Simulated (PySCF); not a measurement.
# TPSSh/6-31G(d) (spherical functions) run of BHSClF (SMILES FB(S)Cl)

What is the vertical ionisation energy of BHSClF at TPSSh/6-31G* (spherical functions)? The job is set up through a Python script.

The results are computed with PySCF 2.14.0.

## (1) The structure to begin with

BHSClF has 5 atoms, charge 0, and is taken as a singlet. As SMILES, `FB(S)Cl`. The coordinates come from a PBE0-D4/def2-TZVP relaxation. This is one conformer, not always the lowest.

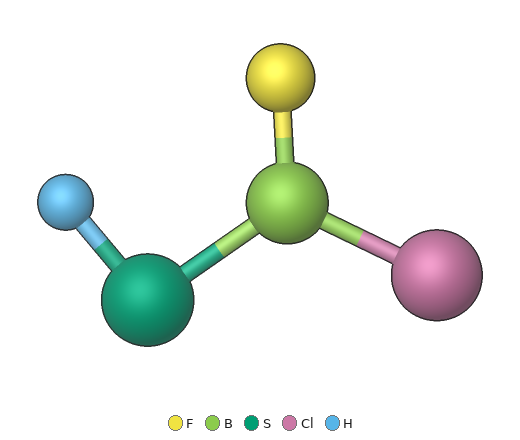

Viewed from a chosen angle; fluorine yellow, boron green, sulfur teal, chlorine pink, hydrogen blue.

## (2) The energy at TPSSh/6-31G(d) (spherical functions)

input.py

```python
from pyscf import gto, dft

mol = gto.M(
    atom='''
F     -0.530000    -1.166500     0.714900
B     -0.425100    -0.151000    -0.119600
S      1.059600     0.851000    -0.211000
Cl    -1.776300     0.224400    -1.165000
H      1.721700     0.168500     0.739200
''',
    verbose=4,
    max_memory=1860,
    charge=0,
    basis='6-31g*',
)

ks = dft.RKS(mol)
ks.xc = 'tpssh'
ks.conv_tol = 1e-10
ks.grids.level = 1
ks.kernel()
if not ks.converged:
    ks = ks.newton().run(ks.mo_coeff, ks.mo_occ)

etot = ks.e_tot
print('E = %.10f Eh' % etot)
```

Started as:

```sh
OMP_NUM_THREADS=1 python input.py
```

What it wrote:

```text
PySCF version 2.14.0

[INPUT] num. atoms = 5
[INPUT] num. electrons = 48
[INPUT] charge = 0
[INPUT] spin (= nelec alpha-beta = 2S) = 0
[INPUT] symmetry False subgroup None
[INPUT] Mole.unit = angstrom
[INPUT] Symbol           X                Y                Z      unit          X                Y                Z       unit  Magmom
[INPUT]  1 F     -0.530000000000  -1.166500000000   0.714900000000 AA   -1.001554846019  -2.204365524305   1.350965206452 Bohr   0.0
[INPUT]  2 B     -0.425100000000  -0.151000000000  -0.119600000000 AA   -0.803322575553  -0.285348644809  -0.226011244498 Bohr   0.0
[INPUT]  3 S      1.059600000000   0.851000000000  -0.211000000000 AA    2.002353801589   1.608156932005  -0.398732212283 Bohr   0.0
[INPUT]  4 Cl    -1.776300000000   0.224400000000  -1.165000000000 AA   -3.356720515065   0.424054542352  -2.201530935118 Bohr   0.0
[INPUT]  5 H      1.721700000000   0.168500000000   0.739200000000 AA    3.253541468664   0.318418851989   1.396885551278 Bohr   0.0

nuclear repulsion = 184.437112438798
number of shells = 30
number of NR pGTOs = 160
number of NR cGTOs = 66
basis = 6-31g*
ecp = {}

******** <class 'pyscf.dft.rks.RKS'> ********
method = RKS
initial guess = minao
damping factor = 0
level_shift factor = 0
DIIS = <class 'pyscf.scf.diis.CDIIS'>
diis_start_cycle = 1
diis_space = 8
diis_damp = 0
SCF conv_tol = 1e-10
SCF conv_tol_grad = None
SCF max_cycles = 50
direct_scf = True
direct_scf_tol = 1e-13
XC library pyscf.dft.libxc version 7.0.0
    S. Lehtola, C. Steigemann, M. J.T. Oliveira, and M. A.L. Marques.,  SoftwareX 7, 1–5 (2018)
XC functionals = tpssh
radial grids:
    Treutler-Ahlrichs [JCP 102, 346 (1995); DOI:10.1063/1.469408] (M4) radial grids

becke partition: Becke, JCP 88, 2547 (1988); DOI:10.1063/1.454033
pruning grids: <function nwchem_prune>
grids dens level: 1
symmetrized grids: False
atomic radii adjust function: <function treutler_atomic_radii_adjust>
small_rho_cutoff = 0
Set gradient conv threshold to 1e-05
Initial guess from minao.
tot grids = 25584
init E= -984.175046986417
  HOMO = -0.309258589547939  LUMO = -0.0612908865689397  gap/eV = 6.74754
cycle= 1 E= -983.751427824142  delta_E= 0.424  |g|= 0.499  |ddm|= 2.36
  HOMO = -0.264191829027403  LUMO = -0.0293648396652899  gap/eV = 6.38997
cycle= 2 E= -983.679948998512  delta_E= 0.0715  |g|= 0.837  |ddm|= 1.04
  HOMO = -0.271072144384562  LUMO = -0.0269450484597118  gap/eV = 6.64304
cycle= 3 E= -983.797459833183  delta_E= -0.118  |g|= 0.079  |ddm|= 0.633
  HOMO = -0.282107540401618  LUMO = -0.0308696091790654  gap/eV = 6.83653
cycle= 4 E= -983.799149294428  delta_E= -0.00169  |g|= 0.0172  |ddm|= 0.122
  HOMO = -0.281866689829609  LUMO = -0.0331800005023681  gap/eV = 6.76711
cycle= 5 E= -983.799212813903  delta_E= -6.35e-05  |g|= 0.0085  |ddm|= 0.0304
  HOMO = -0.281486755985477  LUMO = -0.0318639208632909  gap/eV = 6.79258
cycle= 6 E= -983.799234946948  delta_E= -2.21e-05  |g|= 0.00113  |ddm|= 0.0122
  HOMO = -0.281404530009458  LUMO = -0.0318693219717856  gap/eV = 6.79020
cycle= 7 E= -983.799235317675  delta_E= -3.71e-07  |g|= 0.000188  |ddm|= 0.00172
  HOMO = -0.281420785291031  LUMO = -0.0318761056197805  gap/eV = 6.79046
cycle= 8 E= -983.799235327979  delta_E= -1.03e-08  |g|= 2.67e-05  |ddm|= 0.000334
  HOMO = -0.281416977880506  LUMO = -0.0318783785024275  gap/eV = 6.79029
cycle= 9 E= -983.799235328189  delta_E= -2.1e-10  |g|= 1.29e-05  |ddm|= 6.45e-05
  HOMO = -0.281418536598243  LUMO = -0.0318786133521654  gap/eV = 6.79033
cycle= 10 E= -983.799235328244  delta_E= -5.55e-11  |g|= 2.09e-06  |ddm|= 2.15e-05
  HOMO = -0.281418343908995  LUMO = -0.0318782522640313  gap/eV = 6.79033
Extra cycle  E= -983.799235328243  delta_E= 1.59e-12  |g|= 2.85e-06  |ddm|= 5.09e-06
converged SCF energy = -983.799235328243
E = -983.7992353282 Eh
```

Run time: 2.6 s. Hardware: 1 thread of Intel Xeon Platinum 8488C (Sapphire Rapids), shared host; peak memory 0.2 GiB.

## (3) The doublet cation at the same level

job.py

```python
from pyscf import gto, dft

mol = gto.M(
    atom='''
F       -0.530000      -1.166500       0.714900
B       -0.425100      -0.151000      -0.119600
S        1.059600       0.851000      -0.211000
Cl      -1.776300       0.224400      -1.165000
H        1.721700       0.168500       0.739200
''',
    max_memory=1860,
    basis='6-31g*',
    charge=1,
    verbose=4,
    spin=1,
)

calc0 = dft.UKS(mol, xc='tpssh')
calc0.conv_tol = 1e-10
calc0.grids.level = 1
calc0.kernel()
if not calc0.converged:
    calc0 = calc0.newton().run(calc0.mo_coeff, calc0.mo_occ)

e_final = calc0.e_tot
print('Final energy', e_final)
```

Started as:

```sh
OMP_NUM_THREADS=1 python job.py
```

What it wrote:

```text
PySCF version 2.14.0

[INPUT] num. atoms = 5
[INPUT] num. electrons = 47
[INPUT] charge = 1
[INPUT] spin (= nelec alpha-beta = 2S) = 1
[INPUT] symmetry False subgroup None
[INPUT] Mole.unit = angstrom
[INPUT] Symbol           X                Y                Z      unit          X                Y                Z       unit  Magmom
[INPUT]  1 F     -0.530000000000  -1.166500000000   0.714900000000 AA   -1.001554846019  -2.204365524305   1.350965206452 Bohr   0.0
[INPUT]  2 B     -0.425100000000  -0.151000000000  -0.119600000000 AA   -0.803322575553  -0.285348644809  -0.226011244498 Bohr   0.0
[INPUT]  3 S      1.059600000000   0.851000000000  -0.211000000000 AA    2.002353801589   1.608156932005  -0.398732212283 Bohr   0.0
[INPUT]  4 Cl    -1.776300000000   0.224400000000  -1.165000000000 AA   -3.356720515065   0.424054542352  -2.201530935118 Bohr   0.0
[INPUT]  5 H      1.721700000000   0.168500000000   0.739200000000 AA    3.253541468664   0.318418851989   1.396885551278 Bohr   0.0

nuclear repulsion = 184.437112438798
number of shells = 30
number of NR pGTOs = 160
number of NR cGTOs = 66
basis = 6-31g*
ecp = {}

[... 86 lines left out ...]
converged SCF energy = -983.409660685052  <S^2> = 0.75718258  2S+1 = 2.0071697
Final energy -983.4096606850524
```

It took 4.8 s on 1 thread of Intel Xeon Platinum 8488C (Sapphire Rapids), shared host; peak memory 0.21 GiB.

## (4) Outcome

At TPSSh/6-31G* (spherical functions):

```
                                          quantity          value
                      singlet BHSClF: total energy  -983.79924 Eh
                     singlet BHSClF: dipole moment         1.45 D
                       singlet BHSClF: HOMO energy       -7.66 eV
                       singlet BHSClF: LUMO energy       -0.87 eV
                     singlet BHSClF: HOMO–LUMO gap        6.79 eV
                      doublet cation: total energy  -983.40966 Eh
doublet cation: HOMO energy (highest over α and β)      -14.70 eV
 doublet cation: LUMO energy (lowest over α and β)      -13.46 eV
                              doublet cation: ⟨S²⟩          0.757
vertical ionisation energy (to the doublet cation)      10.601 eV
```

**Reading.** Removing an electron at fixed nuclei costs 10.60 eV (1023 kJ/mol). −ε(HOMO) before ionisation, 7.66 eV, is 2.94 eV below this ionisation energy. Mulliken charges (doublet cation) run from -0.15 on F1 to +0.44 on S3.
